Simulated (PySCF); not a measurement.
**C₅H₁₁AlCl₂O: density, localisation and related maps**

Input

```
{"job": {"kind": "nmr", "xc": "PBE0", "basis": "pcSseg-1"}, "charge": 0, "multiplicity": 1}
Al     2.075637     0.710975     1.140061
O      1.060324    -0.528149     0.164715
C      0.983533    -0.279813    -1.226175
C     -0.494909     0.034432    -1.494759
C     -1.223731    -0.470145    -0.230630
C     -1.712775     0.690601     0.629114
Cl    -2.881248     1.682824    -0.270411
Cl    -2.499897     0.076328     2.099866
C     -0.112921    -1.231985     0.504488
H      1.647151     0.180145     2.557578
H      1.423883     2.064917     0.626035
H      3.470157     0.333944     0.522690
H      1.656521     0.551609    -1.444539
H      1.312347    -1.170895    -1.772995
H     -0.649179     1.103975    -1.622874
H     -0.852178    -0.472218    -2.388816
H     -2.069694    -1.116338    -0.468856
H     -0.883416     1.337648     0.939058
H     -0.211632    -1.221759     1.589517
H     -0.043121    -2.265416     0.143899
```

Command:

```sh
OMP_NUM_THREADS=1 python probes_run.py task.json out
```

Geometry: GFN2-xTB.

Method: PBE0/pcSseg-1, SCF density, gas phase, non-relativistic in PySCF.

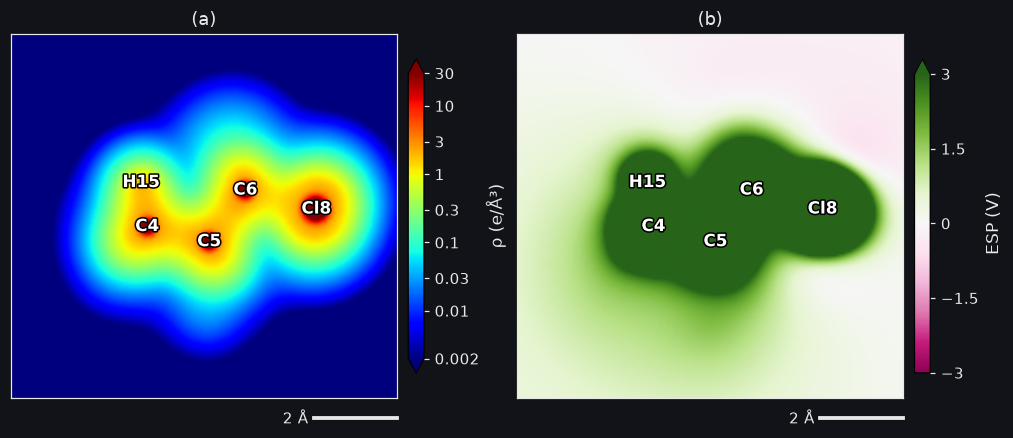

Figure 1. (a) total electron density; (b) electrostatic potential on the plane of atoms C5, C6 and Cl8.

Describe what can be read from this map.

Answer.
- The section cuts through C, Cl and H sites.
- C–C (1.53 Å): ρ at the midpoint is about 1.7 e/Å³.
- C–Cl (1.78 Å): ρ is about 1.3 e/Å³ halfway.
- C–H (1.09 Å): the density is about 2 e/Å³ at the midpoint.
- Outside the dense part of the molecule the potential is most negative (−0.5 V) near Cl8.

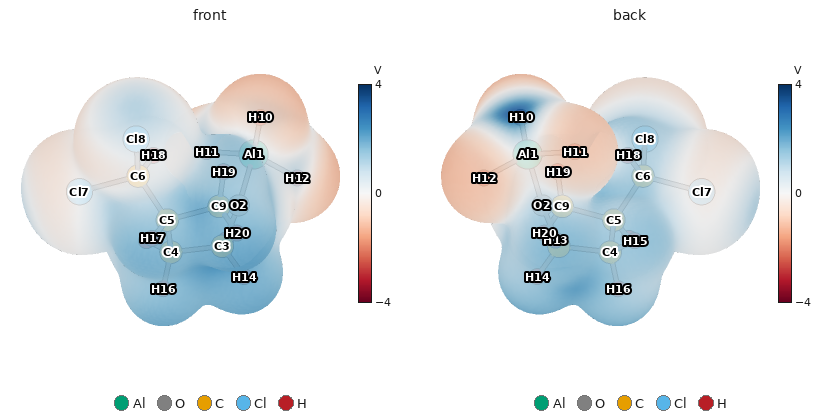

Figure 2. The molecular electrostatic potential painted on the density surface at 0.004 e/bohr³, seen from the front and from behind; red is negative and blue positive.

Which sites attract a positive test charge, and which a negative one?

Answer. A positive charge is drawn to the negative regions and a negative charge to the positive ones. The most negative region (about −1.2 V, or −28 kcal/mol for a unit charge) lies over H10 and H12, the most positive (about +2.9 V, or +67 kcal/mol for a unit charge) over Al1. Cl7 shows a σ-hole: about +1.1 V, or +25 kcal/mol for a unit charge at the tip opposite its bond, against about 0.0 V on its flanks. Cl8 shows a σ-hole: about +1.0 V, or +23 kcal/mol for a unit charge at the tip opposite its bond, against about 0.0 V on its flanks.

What dipole moment does the calculation give?

Answer. Its dipole moment is 5.06 D.
